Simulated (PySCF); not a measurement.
SMILES O=Cc1ccccc1-c1cccs1, GFN2-xTB optimised geometry. Atoms within 1.6 Å of the plane z = 0.6 Å (x, y, z in Å): O1 (-0.93, -2.86, -0.10), C2 (-0.45, -1.78, 0.16), C3 (-1.13, -0.49, 0.00), C4 (-2.52, -0.49, 0.00), C5 (-3.23, 0.69, 0.00), C6 (-2.55, 1.90, 0.01), C7 (-1.17, 1.92, -0.02), C8 (-0.43, 0.73, -0.05), C9 (1.01, 0.78, -0.18), C10 (1.83, -0.05, -0.89), C11 (3.19, 0.32, -0.83), C12 (3.39, 1.44, -0.08), S13 (1.92, 2.06, 0.56), H14 (0.57, -1.71, 0.60), H15 (-3.03, -1.45, 0.02), H16 (-4.31, 0.67, 0.00), H17 (-3.10, 2.83, 0.03), H18 (-0.64, 2.86, -0.04), H21 (4.31, 1.94, 0.14).

Calculation: B3LYP/def2-SVP (PySCF). Cells within 0.4 Å of a nucleus heavier than hydrogen are left out (blank, or x).

Map of the deformation density (molecule minus spherical neutral atoms) (e/bohr³) on the plane z = 0.6 Å:

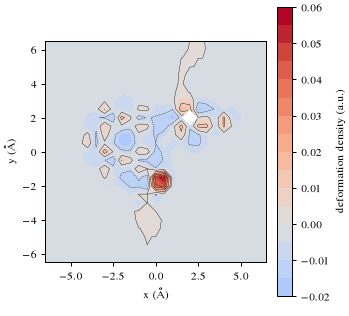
Figure. Deformation density (molecule minus spherical neutral atoms) (e/bohr³) on the plane z = 0.6 Å.
